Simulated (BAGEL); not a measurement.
# HCl (hydrogen chloride) at 4 levels

We compute a comparison of 4 runs (B3LYP/6-31G*, B3LYP/def2-TZVPPD, PBE0/def2-TZVPPD, RI-MP2/def2-TZVPPD) of HCl (hydrogen chloride). 

Program for the calculation: BAGEL 1.2.2.

8 further runs of the same task are left out: 8 set aside as unsound or not needed.

## 1. The structure to begin with

HCl has 2 atoms, charge 0, and is taken as a singlet. As SMILES, `Cl`. The shape is that of a PBE0-D4/def2-TZVP optimisation.

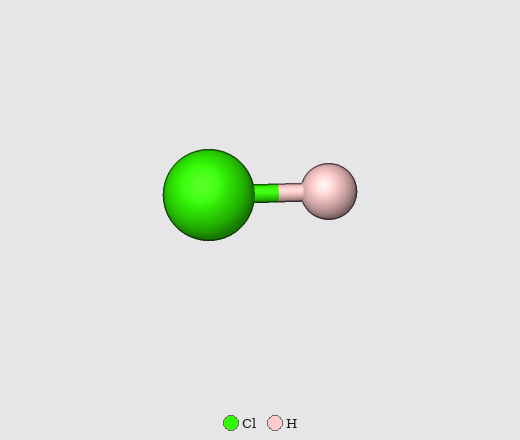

Viewed from a chosen angle; chlorine green, hydrogen pink.

## 2. The energy at B3LYP/6-31G(d) (density fitting with qzvpp-jkfit, spherical functions) (run 1)

Input file input.json:

```json
{ "bagel" : [

{
  "title" : "molecule",
  "basis" : "6-31gs.json",
  "df_basis" : "qzvpp-jkfit",
  "angstrom" : true,
  "geometry" : [
    { "atom" : "Cl", "xyz" : [       0.546000,      -0.178500,       0.280800 ] },
    { "atom" : "H", "xyz" : [      -0.546000,       0.178500,      -0.280800 ] }
  ]
},

{
  "title" : "ks",
  "xc_func" : "b3lyp",
  "charge" : 0
},

{
  "title" : "print",
  "file" : "orbitals.molden",
  "orbitals" : true
}

]}
```

The basis set 6-31G* is read from a file made from the Basis Set Exchange's data (not shown).

On the command line:

```console
$ BAGEL_NUM_THREADS=1 BAGEL input.json > input.out
```

Output:

```text
* using 1 threads per process

  ===============================================================
  ===============================================================

  *** Geometry ***

  { "atom" : "Cl", "xyz" : [      1.031790,     -0.337316,      0.530635 ] },
  { "atom" : "H", "xyz" : [     -1.031790,      0.337316,     -0.530635 ] },

  Number of auxiliary basis functions:      146

  Since a DF basis is specified, we compute 2- and 3-index integrals:
    o Being stored without compression. Storage requirement is 0.000 GB

  Number of basis functions:       20
  Number of electrons      :       18

    * METHOD: MOLECULE                             0.01

  *** Kohn-Sham DFT ***

    * Removing 1498 points whose weight is below 1.00e-10
    * Grid points: 28314

  === Nuclear Repulsion ===
     7.0347769498

       - DIIS with orbital gradients will be used.

  === KS iteration (b3lyp / 6-31gs.json) ===
      0       -457.74163555          0.09518126           0.02
      1       -459.11346768          0.12043953           0.02
      2       -460.02557562          0.08571298           0.02
      3       -460.78756190          0.01030824           0.02
      4       -460.79167915          0.00398582           0.02
      5       -460.79219993          0.00039246           0.02
      6       -460.79221742          0.00005736           0.02
      7       -460.79221766          0.00000159           0.02
      8       -460.79221766          0.00000012           0.02
      9       -460.79221766          0.00000000           0.02
    * SCF iteration converged.

    * Permanent dipole moment:
           (    0.491504,    -0.160686,     0.252770) a.u.

    * METHOD: KS                                   0.25

    * METHOD: PRINT                                0.00

  ===============================================================
```

Run time: 0.42 s. Hardware: 1 thread of Arm Neoverse V2, shared host.

## 3. A single-point energy at B3LYP/def2-TZVPPD (density fitting with qzvpp-jkfit) (run 2)

Input file job.json:

```json
{ "bagel": [

{
  "title": "molecule",
  "basis": "def2-tzvppd.json",
  "df_basis": "qzvpp-jkfit",
  "angstrom": true,
  "geometry": [
    { "atom": "Cl", "xyz": [       0.546000,      -0.178500,       0.280800 ] },
    { "atom": "H", "xyz": [      -0.546000,       0.178500,      -0.280800 ] }
  ]
},

{
  "title": "ks",
  "xc_func": "b3lyp"
},

{
  "title": "print",
  "file": "orbitals.molden",
  "orbitals": true
}

]}
```

The basis set def2-TZVPPD is read from a file made from the Basis Set Exchange's data (not shown).

On the command line:

```console
$ BAGEL_NUM_THREADS=1 BAGEL job.json > job.out
```

Output:

```text
* using 1 threads per process

  ===============================================================
  ===============================================================

  *** Geometry ***

  { "atom" : "Cl", "xyz" : [      1.031790,     -0.337316,      0.530635 ] },
  { "atom" : "H", "xyz" : [     -1.031790,      0.337316,     -0.530635 ] },

  Number of auxiliary basis functions:      146

  Since a DF basis is specified, we compute 2- and 3-index integrals:
    o Being stored without compression. Storage requirement is 0.005 GB

  Number of basis functions:       68
  Number of electrons      :       18

    * METHOD: MOLECULE                             0.02

  *** Kohn-Sham DFT ***

    * Removing 1498 points whose weight is below 1.00e-10
    * Grid points: 28314

  === Nuclear Repulsion ===
     7.0347769498

       - DIIS with orbital gradients will be used.

  === KS iteration (b3lyp / def2-tzvppd.json) ===
      0       -404.27359841          0.36769087           0.05
      1       -402.62756977          1.01701609           0.04
      2       -444.82665992          0.20563674           0.04
      3       -451.49925712          0.21894448           0.04
      4       -460.65443464          0.03919813           0.04
      5       -460.58486049          0.04092707           0.04
      6       -460.81789086          0.01005795           0.04
      7       -460.83606809          0.00376641           0.04
      8       -460.83775892          0.00033476           0.04
      9       -460.83777081          0.00004806           0.04
     10       -460.83777127          0.00000392           0.04
     11       -460.83777127          0.00000057           0.04
     12       -460.83777127          0.00000016           0.04
     13       -460.83777127          0.00000007           0.04
     14       -460.83777127          0.00000001           0.04
    * SCF iteration converged.

    * Permanent dipole moment:
           (    0.366861,    -0.119942,     0.188663) a.u.

    * METHOD: KS                                   0.66

    * METHOD: PRINT                                0.01

  ===============================================================
```

Wall time 0.84 s (1 thread of Arm Neoverse V2, shared host).

Run 3 isn't shown in full; the table further down has it.

## 4. The energy at RI-MP2/def2-TZVPPD (density fitting with qzvpp-jkfit) (run 4)

Input file input.json:

```json
{ "bagel": [

{
  "title": "molecule",
  "basis": "def2-tzvppd.json",
  "df_basis": "qzvpp-jkfit",
  "angstrom": true,
  "geometry": [
    { "atom": "Cl", "xyz": [    0.546000,   -0.178500,    0.280800 ] },
    { "atom": "H", "xyz": [   -0.546000,    0.178500,   -0.280800 ] }
  ]
},
{
  "title": "hf"
},
{
  "title": "mp2",
  "ncore": 5
}

]}
```

The basis set def2-TZVPPD is read from a file made from the Basis Set Exchange's data (not shown).

On the command line:

```console
$ BAGEL_NUM_THREADS=1 BAGEL input.json > input.out
```

Output:

```text
* using 1 threads per process

  ===============================================================
  ===============================================================

  *** Geometry ***

  { "atom" : "Cl", "xyz" : [      1.031790,     -0.337316,      0.530635 ] },
  { "atom" : "H", "xyz" : [     -1.031790,      0.337316,     -0.530635 ] },

  Number of auxiliary basis functions:      146

  Since a DF basis is specified, we compute 2- and 3-index integrals:
    o Being stored without compression. Storage requirement is 0.005 GB

  Number of basis functions:       68
  Number of electrons      :       18

    * METHOD: MOLECULE                             0.02

  *** RHF ***

  === Nuclear Repulsion ===
     7.0347769498

      * DIIS with orbital gradients will be used.

  === RHF iteration (def2-tzvppd.json) ===
      0       -460.06811169          0.01216937           0.00
      1       -460.09610423          0.00416199           0.00
      2       -460.09945035          0.00124417           0.00
      3       -460.09986999          0.00031428           0.00
      4       -460.09989779          0.00007058           0.00
      5       -460.09989954          0.00001521           0.00
      6       -460.09989960          0.00000230           0.00
      7       -460.09989960          0.00000050           0.00
      8       -460.09989960          0.00000013           0.00
      9       -460.09989960          0.00000002           0.00
     10       -460.09989960          0.00000001           0.00
    * SCF iteration converged.

    * Permanent dipole moment:
           (    0.398763,    -0.130365,     0.205078) a.u.

    * METHOD: HF                                   0.09

  *** RHF ***

  === Nuclear Repulsion ===
     7.0347769498

      * DIIS with orbital gradients will be used.

  === RHF iteration (def2-tzvppd.json) ===
      0       -460.09989960          0.00000000           0.00
    * SCF iteration converged.

    * Permanent dipole moment:
           (    0.398763,    -0.130365,     0.205078) a.u.

  === DF-MP2 calculation ===

    * freezing 5 orbitals
    * 3-index integral transformation done
    * assembly done

      MP2 correlation energy:   -0.2048673022      0.00

      MP2 total energy:       -460.3047669012

    * METHOD: MP2                                  0.01

  ===============================================================
```

Wall time 0.28 s (1 thread of Arm Neoverse V2, shared host).

## 5. The series

```tsv
run	level	frozen core orbitals	energy (Eh)	dipole moment (D)	HOMO energy (eV)	LUMO energy (eV)	wall time
1	B3LYP/6-31G* (density fitting with qzvpp-jkfit, spherical functions)	–	-460.792218	1.46	-9.02	0.38	0.42 s
2	B3LYP/def2-TZVPPD (density fitting with qzvpp-jkfit)	–	-460.837771	1.09	-9.23	-0.48	0.84 s
3	PBE0/def2-TZVPPD (density fitting with qzvpp-jkfit)	–	-460.666717	1.12	-9.50	-0.12	0.82 s
4	RI-MP2/def2-TZVPPD (density fitting with qzvpp-jkfit)	5	-460.304767	–	–	–	0.28 s
```

## 6. Outcome

| quantity | value |
| --- | --- |
| run 4: total energy | -460.30477 Eh |
| run 4: correlation energy (5 core orbitals frozen) | -204.9 mEh |

In words: Over runs 1, 2, 3 the dipole moment (its size) runs from 1.09 D (B3LYP/def2-TZVPPD) to 1.46 D (B3LYP/6-31G*). Over runs 1, 2, 3 the HOMO–LUMO gap runs from 8.75 eV (B3LYP/def2-TZVPPD) to 9.40 eV (B3LYP/6-31G*). Totals of different functionals can't be ranked against each other. All runs together took 2.4 s, the longest 0.84 s.
